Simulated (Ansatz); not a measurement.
# Run report: CH4F2GeO, geometry relaxation

- system: CH4F2GeO, SMILES FC(F)[O][GeH3]
- method: RKS r2SCAN0/STO-3G (Ansatz 0.2.0)

The run did not end well. The geometry comes from this level: PBE0-D4/def2-TZVP.

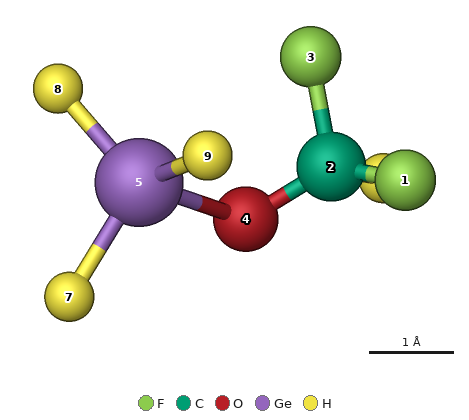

Figure 1. The starting structure (ball-and-stick view, seen at a tilt; atoms are numbered from 1 in the order of the input). Sticks mark near contacts. Bond lengths as drawn: C–F 1.07 to 1.34 Å, C–H 1.27 Å, C–O 1.21 Å, Ge–H 1.52 to 1.61 Å and Ge–O 1.94 Å.

### Input file
```yaml
crystal:
  periodic: [false, false, false]
  atoms:
    - {symbol: F, position_ang: [1.551471, -0.997975, 0.795429]}
    - {symbol: C, position_ang: [1.220323, -0.339797, 0.019825]}
    - {symbol: F, position_ang: [1.390592, 0.921928, 0.422183]}
    - {symbol: O, position_ang: [0.345476, -0.400620, -0.812011]}
    - {symbol: Ge, position_ang: [-1.331455, 0.224171, -0.054233]}
    - {symbol: H, position_ang: [2.290165, -0.485184, -0.650540]}
    - {symbol: H, position_ang: [-2.427535, -0.634795, -0.855548]}
    - {symbol: H, position_ang: [-1.623980, 1.698845, -0.263644]}
    - {symbol: H, position_ang: [-1.348513, -0.152815, 1.495727]}
basis:
  gaussian: {orbitals: STO-3G}
hamiltonian: {xc: {name: r2SCAN0}}
relax: {f_tol: 0.0001, max_steps: 3}
output: {forces: true}
```

Hardware: 4 threads of Arm Neoverse V2, 23 GiB of memory available, shared host.

Command:
```bash
ansatz run in.yaml --threads 4 --pin off --events-out ev --progress --plain --max-ram 10444MiB
```

### Log
```
Functional definition: r2SCAN0
  name "r2SCAN0"
  cite "Bursch, Neugebauer, Ehlert & Grimme, J. Chem. Phys. 156, 134105 (2022) doi:10.1063/5.0086040"
  cite "Furness, Kaplan, Ning, Perdew & Sun, J. Phys. Chem. Lett. 11, 8208 (2020) doi:10.1021/acs.jpclett.0c02405"
  cite "Furness, Kaplan, Ning, Perdew & Sun, J. Phys. Chem. Lett. 11, 9248 (2020) doi:10.1021/acs.jpclett.0c03077"
  parent r2scan
  parameter a = 0.25
  parameter k0 = 0.174
  parameter k1 = 0.065
  parameter a1 = 4.9479
  exchange = (1 - a)*r2scan_x(k0 = k0, k1 = k1, a1 = a1) + a*exact_x
  correlation = r2scan_c
573 factors; integrals over basis functions are off by at most 1.2e-5 eV
mean field evaluation 1: about -64318.2104 eV, gradient 3.3e1 eV
mean field evaluation 2: about -64319.7241 eV, gradient 2.6e1 eV
mean field evaluation 4: about -64321.6817 eV, gradient 6.6e-1 eV
mean field evaluation 8: about -64321.6857 eV, gradient 1.2e-2 eV
mean field -64321.68566057 eV, -2363.7783492216 hartree, gradient 4.7e-5 eV, S^2 0.000000; 0 other end points of the search recorded, 0 dependent functions left out
the calculation of the forces begins
reference -64321.68566484 eV, -2363.7783493786 hartree; 34, 34 occupied and 8, 8 virtual orbitals, 573 factors
relax step   1: F+E_penalty+E_count = -64321.68566057 eV  Δ(F+E_penalty+E_count) = +0.000e0 eV  max|allowed force component| = 3.050e1 eV/Å  Δτ_max = 0.0000 Å  (21 SCF iters, accepted)
these checks for a lower state are left out or cut short: starts, cluster_reference, orbital_swaps, neighbouring_geometries, increment
573 factors; integrals over basis functions are off by at most 1.0e-5 eV
mean field evaluation 16: about -64329.2212 eV, gradient 1.2e-2 eV
mean field -64329.20453958 eV, -2364.0546629288 hartree, gradient 2.6e-5 eV, S^2 0.000000; 0 other end points of the search recorded, 0 dependent functions left out
the calculation of the forces begins
reference -64329.20454370 eV, -2364.0546630799 hartree; 34, 34 occupied and 8, 8 virtual orbitals, 573 factors
relax step   2: F+E_penalty+E_count = -64329.20453958 eV  Δ(F+E_penalty+E_count) = -7.519e0 eV  max|allowed force component| = 6.099e0 eV/Å  Δτ_max = 0.1978 Å  (29 SCF iters, accepted)
these checks for a lower state are left out or cut short: starts, cluster_reference, orbital_swaps, neighbouring_geometries, increment
573 factors; integrals over basis functions are off by at most 1.2e-5 eV
mean field -64330.27611759 eV, -2364.0940426942 hartree, gradient 1.2e-5 eV, S^2 0.000000; 0 other end points of the search recorded, 0 dependent functions left out
the calculation of the forces begins
reference -64330.27612156 eV, -2364.0940428402 hartree; 34, 34 occupied and 8, 8 virtual orbitals, 573 factors
relax step   3: F+E_penalty+E_count = -64330.27611759 eV  Δ(F+E_penalty+E_count) = -1.072e0 eV  max|allowed force component| = 1.389e0 eV/Å  Δτ_max = 0.1943 Å  (31 SCF iters, accepted)
```

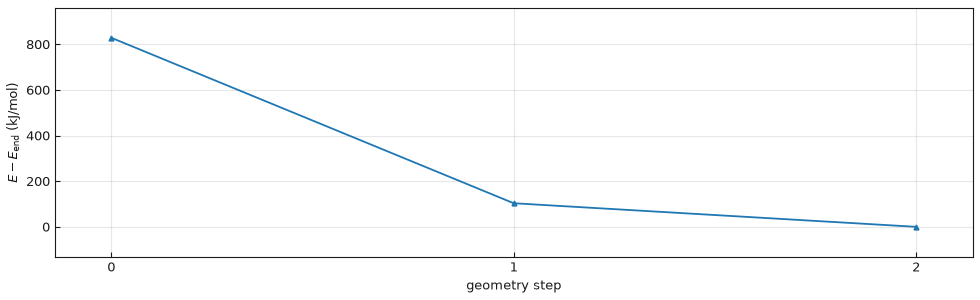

Figure 2. Progress of the relaxation, step by step (the first geometry is step 0 here and step 1 in the log).

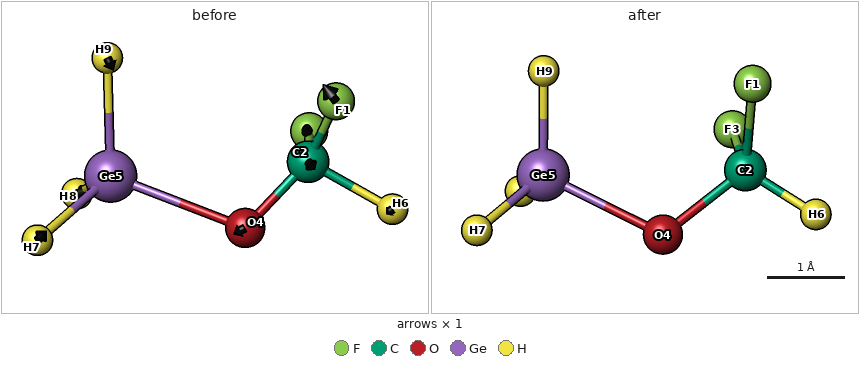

Figure 3. Before (left) and after (right) the relaxation, at one scale (ball-and-stick view, seen at a tilt). The black arrows give the displacements, at true length. The relaxation stopped without meeting its thresholds, so the last structure isn't shown to be converged. After 2 geometry steps the energy has fallen by 828.9 kJ/mol. Largest force component: 31 eV/Å at the start, 1.4 eV/Å at the end. F1 moves most after the best rigid fit: 0.31 Å. Largest moves by element: F 0.31 Å, H 0.22 Å, O 0.18 Å, C 0.17 Å, Ge 0.07 Å. Among the contacts that change: F1–C2 1.070 → 1.394 Å, Ge5–H7 1.607 → 1.408 Å, Ge5–H9 1.595 → 1.408 Å, C2–O4 1.209 → 1.396 Å. Among the angles that change: F1–C2–O4 133.8° → 116.2°, F1–C2–H6 93.0° → 108.7°, F3–C2–H6 99.2° → 112.7°. (Atoms are counted from 1 in the order of the input.)

```
Error: geometry relaxation did not converge after 3 steps: max|allowed force component| = 1.39e0 eV/Å (threshold 1.0e-4). Raise `relax.max_steps` over both its present limit and 3, loosen `relax.f_tol`, or start from a geometry closer to equilibrium. Where this run's directory can be resumed (`checkpoint.write`), a resume goes on for up to `relax.max_steps` more
```

### Trajectory as extended XYZ (Å, eV, eV/Å), 3 frames, from step=1 to step=3
```
9
Properties=species:S:1:pos:R:3:forces:R:3 step=1 energy=-64321.68566
F     1.5515   -0.9980    0.7954    6.8954 -25.4768  30.5039
C     1.2203   -0.3398    0.0198    8.2839  19.9913 -22.2390
F     1.3906    0.9219    0.4222   -0.7498   6.5047   2.5862
O     0.3455   -0.4006   -0.8120  -15.1340  -1.1304  -7.9215
Ge   -1.3315    0.2242   -0.0542   -0.8629  -1.1399  -0.0635
H     2.2902   -0.4852   -0.6505   -1.2916   1.0205  -1.8090
H    -2.4275   -0.6348   -0.8555    2.0822   1.5614   1.5422
H    -1.6240    1.6988   -0.2636    0.6804  -1.9762   0.2106
H    -1.3485   -0.1528    1.4957    0.0964   0.6454  -2.8099
9
Properties=species:S:1:pos:R:3:forces:R:3 step=2 energy=-64329.20454
F     1.5578   -1.0970    0.9665   -0.8479  -3.5947   4.0210
C     1.3031   -0.3168   -0.0549    6.0993   3.2581  -2.9396
F     1.3618    0.9779    0.4527   -0.1494   1.4505   0.7802
O     0.2401   -0.3787   -0.8566   -5.2829  -0.7921  -1.1605
Ge   -1.3603    0.2096   -0.0480    0.3218  -0.7741  -0.0703
H     2.2942   -0.4749   -0.7132   -1.7845   0.4195   0.0987
H    -2.3794   -0.5985   -0.8161    1.2058   0.9456   0.9853
H    -1.6054    1.6500   -0.2588    0.4348  -1.3013   0.1292
H    -1.3454   -0.1378    1.4256    0.0030   0.3886  -1.8438
9
Properties=species:S:1:pos:R:3:forces:R:3 step=3 energy=-64330.27612
F     1.3752   -1.0822    1.0311   -0.3434  -0.4559  -0.0910
C     1.3199   -0.2617   -0.0943   -0.2280   1.2939   1.3887
F     1.3172    1.0463    0.4514    0.2272  -0.2406  -0.2715
O     0.1812   -0.3851   -0.8925   -0.9487  -0.5094  -0.0726
Ge   -1.3042    0.1664   -0.0399    0.3625  -0.0290  -0.2274
H     2.2009   -0.4590   -0.7172    0.9786  -0.0229  -0.7316
H    -2.2909   -0.5636   -0.7292   -0.0963   0.0291  -0.0185
H    -1.4585    1.5595   -0.2347    0.0016  -0.0978   0.0193
H    -1.2742   -0.1869    1.3224    0.0464   0.0325   0.0047
```

### Outcome

- outcome: not converged
- wall time: 3.4 s (CPU time 12 s)
- peak memory: 0.17 GiB

### What went wrong

The input was spoiled on purpose: the optimiser is allowed too few steps. The run did not converge: “geometry relaxation did not converge after 3 steps: max|allowed force component| = 1.39e0 eV/Å (threshold 1.0e-4). Raise `relax.max_steps` over both its present limit and 3, loosen `relax.f_tol`, or start from a geometry closer to equilibrium …” Its last values are not results.
